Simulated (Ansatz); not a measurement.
AlClH5Si (charge −1)

Input

```
crystal:
  periodic: [false, false, false]
  atoms:
    - {symbol: Al, position_ang: [-0.444831, 0.124873, 2.331845]}
    - {symbol: Cl, position_ang: [-1.897584, 1.074459, 3.783606]}
    - {symbol: Si, position_ang: [0.969128, 1.993898, 1.465943]}
    - {symbol: H, position_ang: [0.237661, 3.095054, 0.732956]}
    - {symbol: H, position_ang: [1.774044, 2.750867, 2.497413]}
    - {symbol: H, position_ang: [2.027995, 1.580765, 0.463726]}
    - {symbol: H, position_ang: [-1.291786, -0.540030, 1.128778]}
    - {symbol: H, position_ang: [0.463594, -0.934749, 3.143494]}
basis:
  gaussian:
    orbitals: def2-TZVPD
total_charge: -1
hamiltonian:
  xc: {name: PBE0}
output: {forces: true, orbitals: {seedname: orbitals}}
```

Run with:

```sh
ansatz run input.yaml --threads 2 --pin off --max-ram 4350MiB --events-out events.jsonl --progress --plain --runs-dir runs
```

Geometry: B3LYP-D3(BJ)/def2-SVPD.

Theory: Ansatz, isolated molecule in a Gaussian basis; Kohn-Sham density functional theory, functional PBE0.

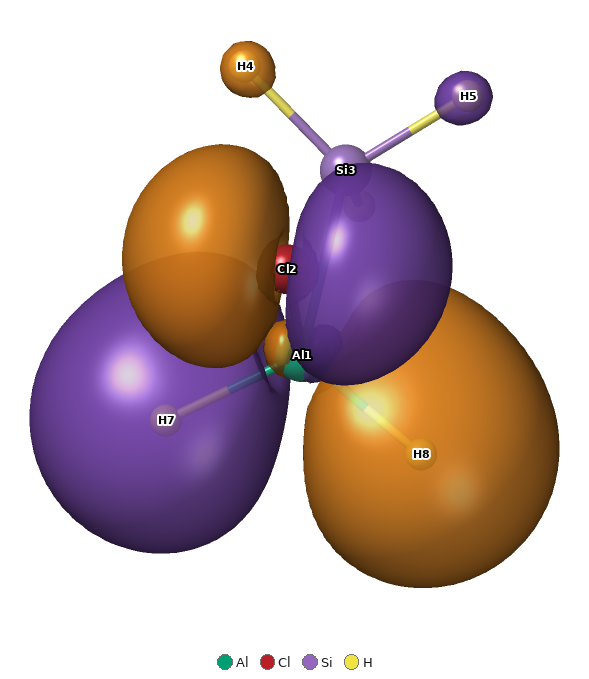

Figure 1. The HOMO−1 at ±0.06 Å⁻³ᐟ² (orange and purple are the two phases), seen at an oblique angle.

**What is the character of this orbital?**

By Hirshfeld shares it lies mainly on Al1 (about 25 %), H8 (about 25 %), H7 (about 25 %) and Cl2 (about 25 %). Its energy is −3.26 eV.

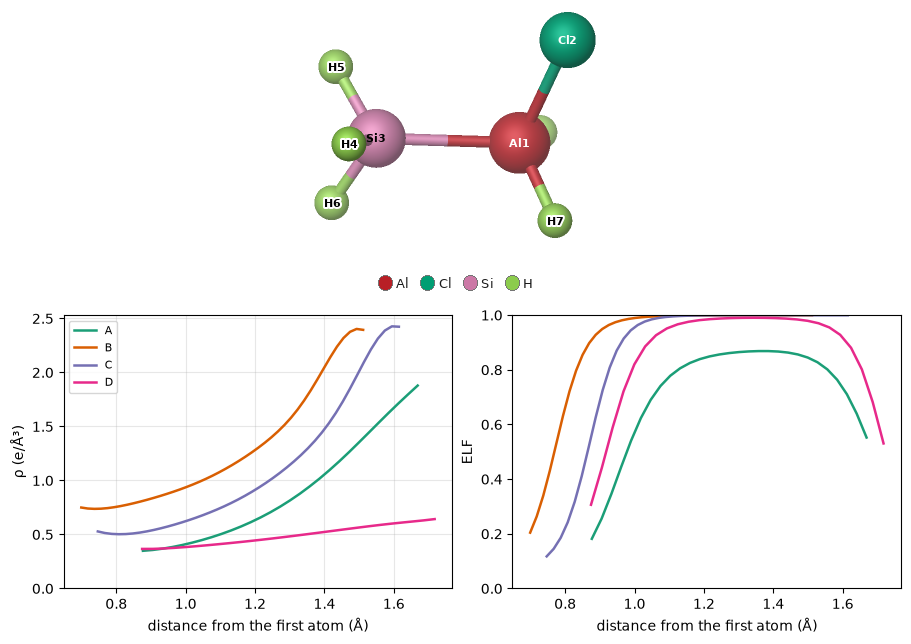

Figure 2. Electron density and ELF along straight lines between neighbouring atoms. The curves leave out the atomic cores. The structure is drawn too.

**Which curve belongs to which contact (Al–Cl, Al–H, Al–Si and Si–H)? The first atom named is at distance zero.**

Curve A: Al–Cl (2.26 Å): ρ is about 0.54 e/Å³ halfway; the ELF peaks at about 0.85 in the valence shell of Cl, 0.9 Å from its nucleus, and is about 0.80 at the midpoint. Curve B: Si–H (1.51 Å): the density is about 0.74 e/Å³ at the midpoint; the ELF climbs to about 1 towards the hydrogen, as it does in any bond to H. Curve C: Al–H (1.61 Å): the density is about 0.5 e/Å³ at the midpoint; the ELF climbs to about 1 towards the hydrogen. Curve D: Al–Si (2.50 Å): the density is about 0.46 e/Å³ at the midpoint; the ELF peaks at about 1 between the atoms: a shared electron pair.

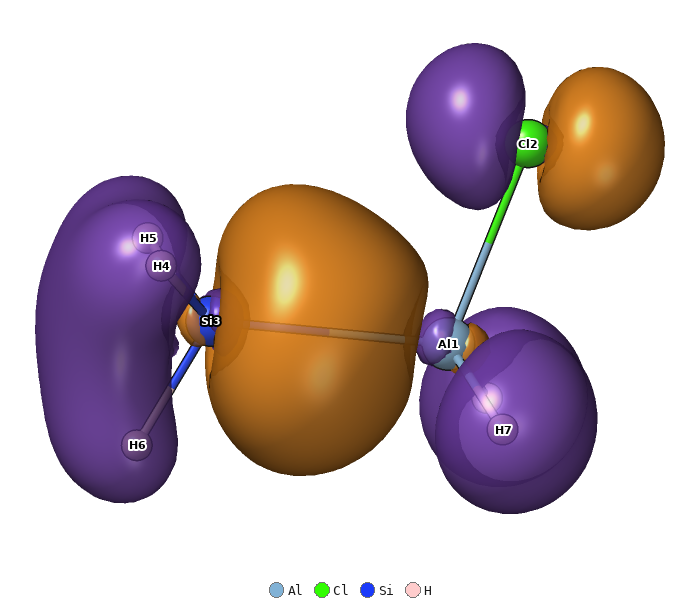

Figure 3. The HOMO at ±0.08 Å⁻³ᐟ² (orange and purple are the two phases), seen at a tilt.

**Describe this orbital and give its energy.**

It lies mainly on Si3 (about 40 %), Al1 (about 25 %), Cl2 (about 10 %), H8 (about 5 %) and H7 (about 5 %). Its energy is −2.60 eV.
